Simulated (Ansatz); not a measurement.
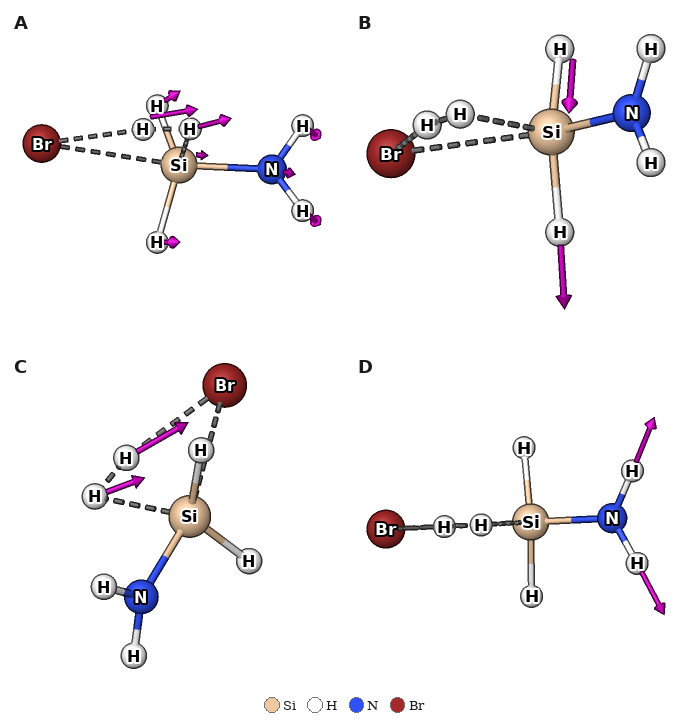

4 normal modes of one molecule or complex, as arrows. Broken sticks mark bonds that form or break. Harmonic vibrations computed with RKS PBE0-D4/def2-TZVP (Ansatz 0.2.0) at a stationary point of the same level. It is a saddle point of order 1.

**Match the panels to the wavenumbers 517i cm⁻¹, 313 cm⁻¹, 2352 cm⁻¹, 3600 cm⁻¹.**

A: 313 cm⁻¹
B: 2352 cm⁻¹
C: 517i cm⁻¹
D: 3600 cm⁻¹
